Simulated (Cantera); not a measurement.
Input: 1 mol Si3N4, 0.024 mol O2, 27 mol N2, equilibrated at 1502 °C.

Method: chemical equilibrium by Gibbs-energy minimisation in Cantera with the NASA 1993 tables (ideal gas, pure condensed phases). Candidate condensed phases: Si, SiO2, Si2N2O, Si3N4; 16 gas species. Mutual solubility and eutectic melting of coexisting phases are not modelled. The tables' values for SiN are old estimates; treat these amounts as uncertain. The numbers say what is thermodynamically allowed, not how fast it happens.

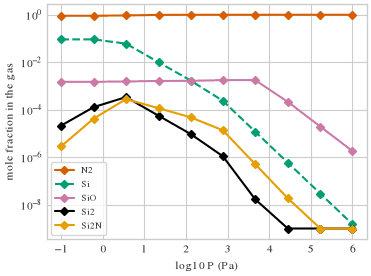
Figure: Equilibrium gas composition (values under 1e-9 drawn at 1e-9)

From 1.00e-6 bar to 6.00e-6 bar nothing is condensed. From 3.60e-5 bar to 0.00130 bar the condensed part is Si(l). From 0.00770 bar to 0.0460 bar the condensed part is Si3N4(s). From 0.280 bar to 10.0 bar the condensed part is Si2N2O(s) + Si3N4(s). The main Si-bearing gas is Si at 1.00e-6 bar and SiO at 10.0 bar.
